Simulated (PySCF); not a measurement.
Ti(Cl)3(OH), SMILES [OH][Ti]([Cl])([Cl])[Cl] at its CAM-B3LYP/def2-SVP optimised geometry (Å):

```
6

Ti    -0.7215    -1.0237     0.0000
Cl     1.4525    -1.0237     0.0000
Cl    -1.4525     1.0237     0.0000
Cl    -1.4554    -2.0625     1.7629
O     -1.2877    -1.8274    -1.4046
H     -1.6082    -2.2761    -2.1946
```

Level of theory: PySCF 2.14.0 with CAM-B3LYP/def2-TZVP. Cells within 0.4 Å of a nucleus heavier than hydrogen are left out (blank, or x).

Map of the deformation density (molecule minus spherical neutral atoms) (e/bohr³) on the plane z = 0.0 Å:

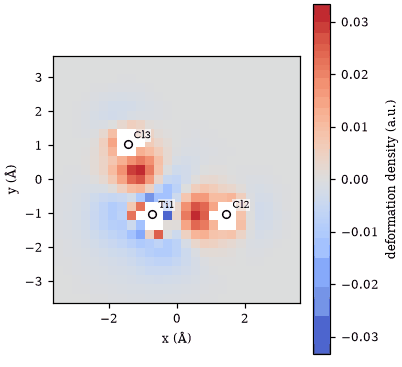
Fig. 1. Deformation density (molecule minus spherical neutral atoms) (e/bohr³) on the plane z = 0.0 Å.
